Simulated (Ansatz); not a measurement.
## Two runs on C₃H₈OSi

System: C₃H₈OSi.
Method of run A: RKS PBE0-D4/def2-TZVPP (Ansatz 0.2.0).

The geometry comes from this level: PBE0-D4/def2-TZVP. Text and figures count atoms from 1; the logs count them from 0 in places.

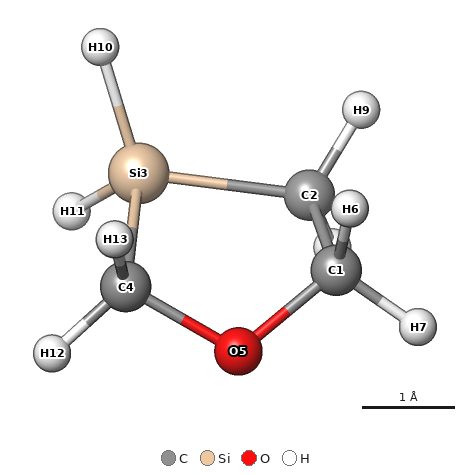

The structure (ball-and-stick view, seen at an oblique angle; atoms are numbered from 1 in the order of the input). Bond lengths as drawn: C–C 1.53 Å, C–H 1.09 to 1.10 Å, C–O 1.41 to 1.42 Å, C–Si 1.89 to 1.90 Å and H–Si 1.49 Å.

### The input, run A
```yaml
crystal:
  periodic: [false, false, false]
  atoms:
    - {symbol: C, position_ang: [-1.055564, 0.828679, -0.142397]}
    - {symbol: C, position_ang: [-0.677433, -0.033318, 1.066614]}
    - {symbol: Si, position_ang: [0.957475, -0.786625, 0.504832]}
    - {symbol: C, position_ang: [0.733131, -0.143263, -1.272663]}
    - {symbol: O, position_ang: [-0.646355, 0.196594, -1.339046]}
    - {symbol: H, position_ang: [-0.578426, 1.817573, -0.059018]}
    - {symbol: H, position_ang: [-2.132831, 0.980702, -0.230999]}
    - {symbol: H, position_ang: [-1.420125, -0.818445, 1.226536]}
    - {symbol: H, position_ang: [-0.603057, 0.555253, 1.982397]}
    - {symbol: H, position_ang: [2.156290, -0.232495, 1.191700]}
    - {symbol: H, position_ang: [0.994824, -2.269375, 0.609332]}
    - {symbol: H, position_ang: [0.932915, -0.871139, -2.059843]}
    - {symbol: H, position_ang: [1.359555, 0.741156, -1.462746]}
basis:
  gaussian: {orbitals: def2-TZVPP}
hamiltonian: {xc: pbe0, dispersion: d4}
output: {orbitals: {seedname: orbitals}}
```

Hardware: 4 CPU threads, shared host.

### Output (run A)
```
Functional definition: PBE0
  parameter a = 0.25
  parameter kappa = 0.804
  parameter beta = 0.06672455060314922
  exchange = (1 - a)*pbe_x(kappa = kappa, mu = beta*pi^2/3) + a*exact_x
  correlation = pbe_c(beta = beta)
1454 factors; their error is unknown
mean field evaluation 1: about -13150.4812 eV, gradient 6.0e1 eV
mean field evaluation 2: about -13143.5552 eV, gradient 7.9e1 eV
mean field evaluation 4: about -13158.5340 eV, gradient 5.6e0 eV
mean field evaluation 8: about -13158.5852 eV, gradient 7.0e-2 eV
mean field evaluation 16: about -13158.5918 eV, gradient 4.5e-5 eV
mean field -13158.59175297 eV, -483.5693277077 hartree, gradient 4.5e-5 eV, S^2 0.000000; 0 other end points of the search recorded, 0 dependent functions left out
reference -13158.59178697 eV, -483.5693289574 hartree; 24, 24 occupied and 254, 254 virtual orbitals, 1454 factors
Total energy: -13158.82848621 eV, -483.5780274939 hartree
```

The input of run B differs as follows (lines with − go, lines with + come):
```diff
-  gaussian: {orbitals: def2-TZVPP}
+  gaussian: {orbitals: "def2-QZVPP.json"}
```

Predict how the results change.

The total energy of run B is 13.0 kcal/mol lower, which measures the change of basis and not a stability. The LUMO goes from 0.56 to 0.35 eV. The basis functions go from 278 to 538.

### Output (run B)
```
Functional definition: PBE0
  parameter a = 0.25
  parameter kappa = 0.804
  parameter beta = 0.06672455060314922
  exchange = (1 - a)*pbe_x(kappa = kappa, mu = beta*pi^2/3) + a*exact_x
  correlation = pbe_c(beta = beta)
1580 factors; their error is unknown
mean field evaluation 1: about -13150.0183 eV, gradient 6.4e1 eV
mean field evaluation 2: about -13141.3196 eV, gradient 8.6e1 eV
mean field evaluation 4: about -13159.0845 eV, gradient 6.5e0 eV
mean field evaluation 8: about -13159.1533 eV, gradient 8.9e-2 eV
mean field evaluation 16: about -13159.1558 eV, gradient 5.4e-5 eV
mean field -13159.15584831 eV, -483.5900578292 hartree, gradient 5.4e-5 eV, S^2 0.000000; 0 other end points of the search recorded, 0 dependent functions left out
reference -13159.15589211 eV, -483.5900594386 hartree; 24, 24 occupied and 514, 514 virtual orbitals, 1580 factors
Total energy: -13159.39259134 eV, -483.5987579752 hartree
```

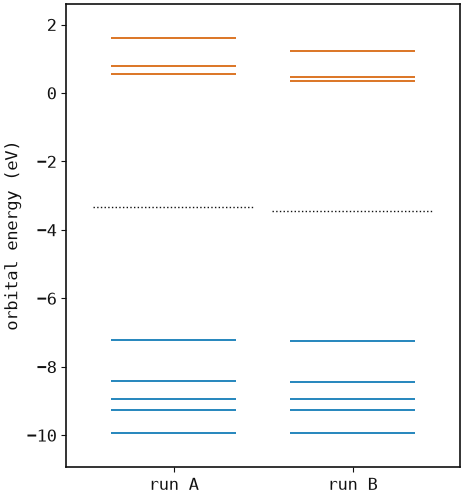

The five highest filled and three lowest empty orbital energies of the two runs; the dotted lines part filled from empty levels. The HOMO–LUMO gap is 7.78 eV in run A and 7.60 eV in run B.

### The two runs side by side

| quantity | run A | run B |
| --- | --- | --- |
| outcome | converged | converged |
| total energy (hartree) | −483.578027 | −483.598758 |
| HOMO (eV) | −7.22 | −7.25 |
| LUMO (eV) | 0.56 | 0.35 |
| basis functions | 278 | 538 |
| wall time (shared host) | 2.8 s | 8 s |
